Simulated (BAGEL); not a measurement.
**PH3 (phosphine) at FCI/3-21G (density fitting with qzvpp-jkfit)**

What is the energy change on altering one bond length of PH3 (phosphine) at FCI/3-21G (density fitting with qzvpp-jkfit)? 

The calculation is run with BAGEL 1.2.2.

3 further runs of the same task are left out: 1 that didn't finish, 2 set aside as unsound or not needed. Runs told in other sessions of the task aren't counted.

## Step 1: Starting point

The species is PH3 (4 atoms), meant as a singlet with charge 0. As SMILES, `P`. Geometry: relaxed at PBE0-D4/def2-TZVP.

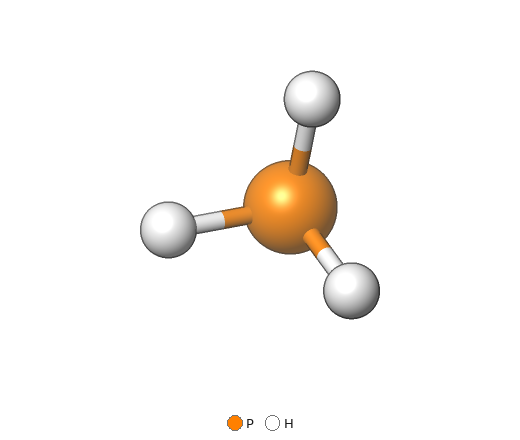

The structure, seen from a chosen angle (phosphorus orange, hydrogen white).

## Step 2: A single-point energy at FCI/3-21G (density fitting with qzvpp-jkfit)

File input.json:

```json
{ "bagel" : [

{
  "title" : "molecule",
  "basis" : "3-21g",
  "df_basis" : "qzvpp-jkfit",
  "angstrom" : true,
  "geometry" : [
    { "atom" : "P", "xyz" : [       0.346000,      -0.326500,      -0.332800 ] },
    { "atom" : "H", "xyz" : [       0.630900,      -0.034000,       1.027000 ] },
    { "atom" : "H", "xyz" : [      -1.005500,      -0.663000,      -0.057200 ] },
    { "atom" : "H", "xyz" : [       0.028700,       1.023500,      -0.636900 ] }
  ]
},

{
  "title" : "hf"
},

{
  "title" : "fci",
  "nstate" : 1,
  "ncore" : 5
}

]}
```

Started as:

```bash
$ BAGEL_NUM_THREADS=1 BAGEL input.json > input.out
```

Output:

```text
* using 1 threads per process

  ===============================================================
  ===============================================================

  *** Geometry ***

  { "atom" : "P", "xyz" : [      0.653845,     -0.616996,     -0.628901 ] },
  { "atom" : "H", "xyz" : [      1.192228,     -0.064251,      1.940749 ] },
  { "atom" : "H", "xyz" : [     -1.900120,     -1.252888,     -0.108092 ] },
  { "atom" : "H", "xyz" : [      0.054235,      1.934135,     -1.203567 ] },

  Number of auxiliary basis functions:      182

  Since a DF basis is specified, we compute 2- and 3-index integrals:
    o Being stored without compression. Storage requirement is 0.001 GB

  Number of basis functions:       19
  Number of electrons      :       18

    * METHOD: MOLECULE                             0.03

  *** RHF ***

  === Nuclear Repulsion ===
    17.5426218416

      * DIIS with orbital gradients will be used.

  === RHF iteration (3-21g) ===
      0       -340.68713112          0.01656845           0.00
      1       -340.70288600          0.00257457           0.00
      2       -340.70368547          0.00073128           0.00
      3       -340.70374845          0.00016198           0.00
      4       -340.70375411          0.00002639           0.00
      5       -340.70375423          0.00000185           0.00
      6       -340.70375423          0.00000024           0.00
      7       -340.70375423          0.00000004           0.00
      8       -340.70375423          0.00000000           0.00
    * SCF iteration converged.

    * Permanent dipole moment:
           (    0.274390,    -0.258993,    -0.263852) a.u.

    * METHOD: HF                                   0.05

  ---------------------------
        FCI calculation
  ---------------------------

  Performs exactly the same way as Knowles & Handy 1984 CPL

  o alpha-beta strings
      length:          2002
  o size of the space
      determinant space:  1002001
      spin-adapted space: 273273

  o single displacement lists (alpha)
      length:         44044
  o single displacement lists (beta)
      length:         44044
 Constructing space of all determinants that can formed by removing 1 electron from 4 alpha and 4 beta electrons.

 Space is made up of 4 determinants.
  o forming links

     guess   0:   closed 1111..........       open ..............

  === FCI iteration ===

      0  0      -340.70375423     3.88e-04      1.52
      1  0      -340.78496949     1.31e-04      1.50
      2  0      -340.79151643     3.80e-05      1.54
      3  0      -340.79199722     1.02e-05      1.49
      4  0      -340.79203225     2.85e-06      1.50
      5  0      -340.79203506     8.70e-07      1.48
      6  0      -340.79203534     2.73e-07      1.53
      7  0      -340.79203536     8.42e-08      1.49
      8  0      -340.79203537     2.47e-08      1.59
      9  0      -340.79203537     6.90e-09      1.61
     10  0      -340.79203537     1.91e-09      1.63
     11  0      -340.79203537     5.12e-10      1.63
     12  0      -340.79203537     1.48e-10      1.60
     13  0 *    -340.79203537     4.28e-11      1.38

     * ci vector, state   0, <S^2> = -0.0000
       2222..........    -0.9687083890
       22.22.........     0.0638842020
       2.22.2........     0.0638652662
       222..2........     0.0510146327
       222.2.........     0.0510077219

    * METHOD: FCI                                 22.16

  ===============================================================
```

It took 23 s on 1 thread of Arm Neoverse V1, shared host; peak memory 0.7 GiB.

## Step 3: The distorted shape, same level

File calc.json:

```json
{ "bagel" : [

{
  "title" : "molecule",
  "basis" : "3-21g",
  "df_basis" : "qzvpp-jkfit",
  "angstrom" : true,
  "geometry" : [
    { "atom" : "P", "xyz" : [    0.504648,   -1.001493,   -0.180752 ] },
    { "atom" : "H", "xyz" : [    0.789548,   -0.708993,    1.179048 ] },
    { "atom" : "H", "xyz" : [   -0.846852,   -1.337993,    0.094848 ] },
    { "atom" : "H", "xyz" : [    0.028700,    1.023500,   -0.636900 ] }
  ]
},
{ "title" : "hf" },
{ "title" : "fci", "nstate" : 1, "ncore" : 5 }

]}
```

Started as:

```bash
$ BAGEL_NUM_THREADS=1 BAGEL calc.json > calc.out
```

Output:

```text
* using 1 threads per process

  ===============================================================
  ===============================================================

  *** Geometry ***

  { "atom" : "P", "xyz" : [      0.953647,     -1.892547,     -0.341572 ] },
  { "atom" : "H", "xyz" : [      1.492029,     -1.339803,      2.228078 ] },
  { "atom" : "H", "xyz" : [     -1.600318,     -2.528440,      0.179237 ] },
  { "atom" : "H", "xyz" : [      0.054235,      1.934135,     -1.203567 ] },

  Number of auxiliary basis functions:      182

  Since a DF basis is specified, we compute 2- and 3-index integrals:
    o Being stored without compression. Storage requirement is 0.001 GB

  Number of basis functions:       19
  Number of electrons      :       18

    * METHOD: MOLECULE                             0.03

  *** RHF ***

  === Nuclear Repulsion ===
    15.5691373063

      * DIIS with orbital gradients will be used.

  === RHF iteration (3-21g) ===
      0       -340.61375651          0.01475991           0.00
      1       -340.62734522          0.00296929           0.00
      2       -340.62833393          0.00115642           0.00
[... 7 lines of this table left out ...]
     10       -340.62848632          0.00000000           0.00
    * SCF iteration converged.

    * Permanent dipole moment:
           (    0.216613,     0.099057,    -0.384372) a.u.

    * METHOD: HF                                   0.05

  ---------------------------
        FCI calculation
  ---------------------------

  Performs exactly the same way as Knowles & Handy 1984 CPL

  o alpha-beta strings
      length:          2002
  o size of the space
      determinant space:  1002001
      spin-adapted space: 273273

  o single displacement lists (alpha)
      length:         44044
  o single displacement lists (beta)
      length:         44044
 Constructing space of all determinants that can formed by removing 1 electron from 4 alpha and 4 beta electrons.

 Space is made up of 4 determinants.
  o forming links

     guess   0:   closed 1111..........       open ..............

  === FCI iteration ===

      0  0      -340.62848632     3.85e-04      1.67
      1  0      -340.72506029     1.66e-04      1.63
      2  0      -340.73797585     6.36e-05      1.66
[... 13 lines of this table left out ...]
     16  0 *    -340.73989130     4.52e-11      1.42

     * ci vector, state   0, <S^2> = -0.0000
       2222..........     0.9357540819
       222.2.........    -0.2070591608
       22ab2.........    -0.0959535875
       22ba2.........    -0.0959535875
       22.22.........    -0.0691599177
       2.22.2........    -0.0612896642
       22.2.2........    -0.0507232628

    * METHOD: FCI                                 28.35

  ===============================================================
```

It took 29 s on 1 thread of Arm Neoverse V1, shared host; peak memory 0.75 GiB.

## Step 4: What came out

Level: FCI/3-21G (density fitting with qzvpp-jkfit), 5 core orbitals frozen.

| quantity | value |
| --- | --- |
| first shape: total energy | -340.79204 Eh |
| distorted shape: total energy | -340.73989 Eh |
| energy change with the P1–H4 bond stretched from 1.420 to 2.130 Å | 1.419 eV |

**Reading.** With the P1–H4 bond stretched from 1.420 to 2.130 Å the energy rises by 1.42 eV (33 kcal/mol). The first shape isn't relaxed at this level, so the change isn't measured from a minimum.
